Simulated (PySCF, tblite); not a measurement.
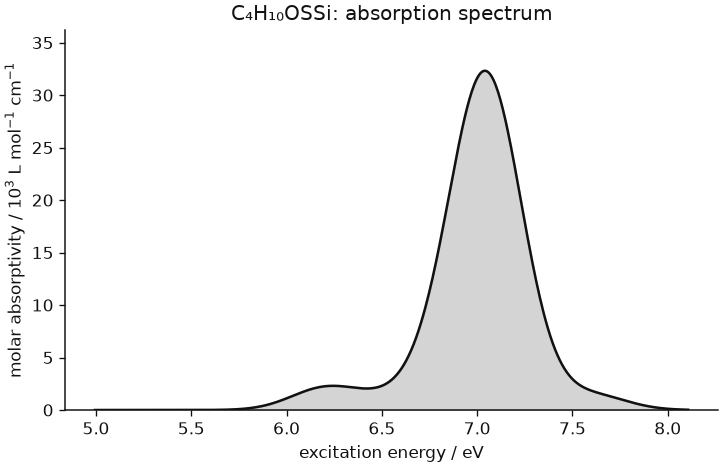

Computed absorption of C₄H₁₀OSSi, SMILES C=C(C)[Si@](C)(O)S. Vertical TDDFT excitations, CAM-B3LYP/def2-SVPD with PySCF, at a GFN2-xTB geometry (a minimum by its frequencies), gas phase. Only the first 8 singlet excitations are included; each is broadened by a Gaussian of 1/e half-width 0.25 eV.

### Where is the maximum of the broadened curve, and how high is it?

At about 7.0 eV (176 nm), with ε near 32000 L mol⁻¹ cm⁻¹.

### Where is the lowest singlet, and is it bright?

S1 lies at 6.20 eV (200 nm) with f = 0.031, mainly HOMO → LUMO (56 %); it is weak.

### Which of the computed transitions is the brightest, and what character does the calculation give it?

S5 at 7.05 eV (176 nm), f = 0.337, mainly HOMO−1 → LUMO (59 %).

Known limits of this run: the tight-binding geometry is rougher than a DFT one and adds to the error; one conformer of a flexible molecule; core orbitals are frozen in the response.
